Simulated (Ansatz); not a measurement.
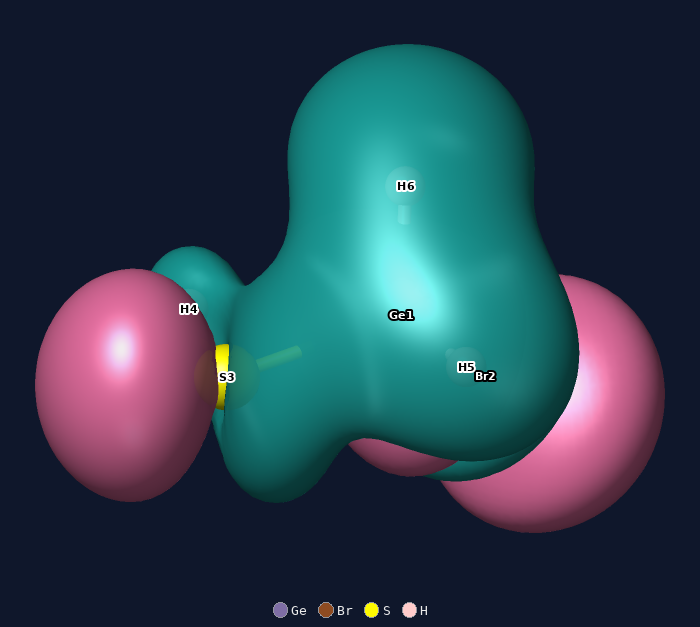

BrGeH3S. One frontier orbital at ±0.05 Å⁻³ᐟ² (teal and pink are the two phases), seen from one side.

The reactant side of a reaction path; geometry: PBE0-D4/def2-TZVP.

Level of theory: Ansatz 0.2.0, RKS PBE0-D4/def2-TZVPP.

Input

```
crystal:
  periodic: [false, false, false]
  atoms:
    - {symbol: Ge, position_ang: [-0.432554, 0.268422, 0.157149]}
    - {symbol: Br, position_ang: [-1.607727, -1.024882, -1.356625]}
    - {symbol: S, position_ang: [1.708655, 0.360875, -0.365815]}
    - {symbol: H, position_ang: [1.943992, -0.916237, -0.022147]}
    - {symbol: H, position_ang: [-0.968394, 1.698327, 0.061879]}
    - {symbol: H, position_ang: [-0.643973, -0.386505, 1.525560]}
basis:
  gaussian: {orbitals: def2-TZVPP}
hamiltonian: {xc: pbe0, dispersion: d4}
output: {orbitals: {seedname: orbitals}}
```

Run with:

```sh
ansatz run in.yaml --threads 4 --pin off --events-out ev --progress --plain --max-ram 9574MiB
```

> Which orbital is it: HOMO or LUMO?

The LUMO, at −0.91 eV. It lies mainly on Ge1 (about 35 %), Br2 (about 30 %), S3 (about 20 %) and H6 (about 10 %).
